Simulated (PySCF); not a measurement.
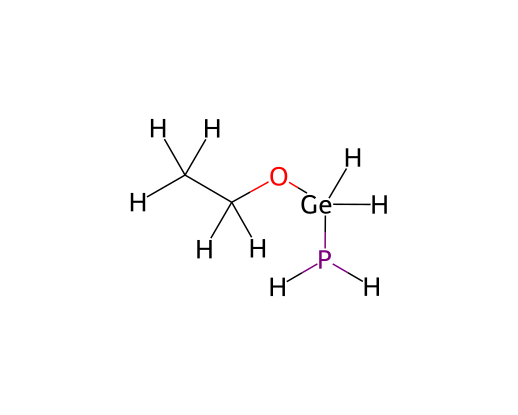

Structural formula above. Computed geometry: PBE0-D3(BJ)/def2-SVP optimisation. No frequency run is at hand to confirm it as a minimum.

Describe the 3D structure.

Formula C₂H₉GeOP. As SMILES it reads `CC[O][GeH2][PH2]`. The point group is C1. Coordination: 2 C tetrahedral; 1 O bent; 1 Ge tetrahedral; 1 P trigonal pyramidal.

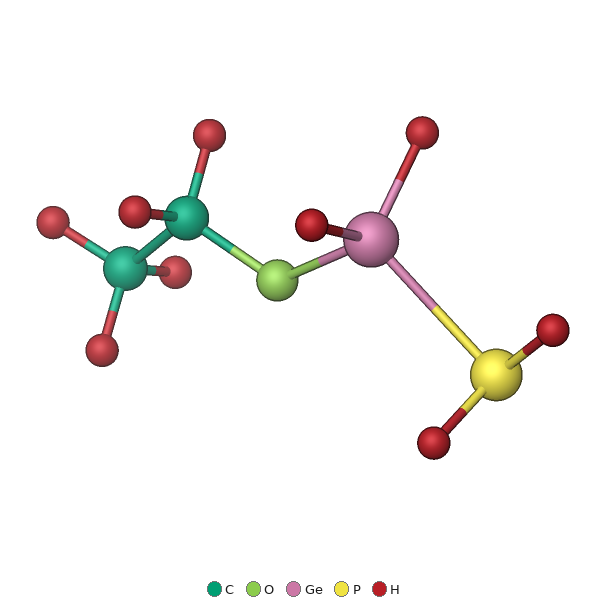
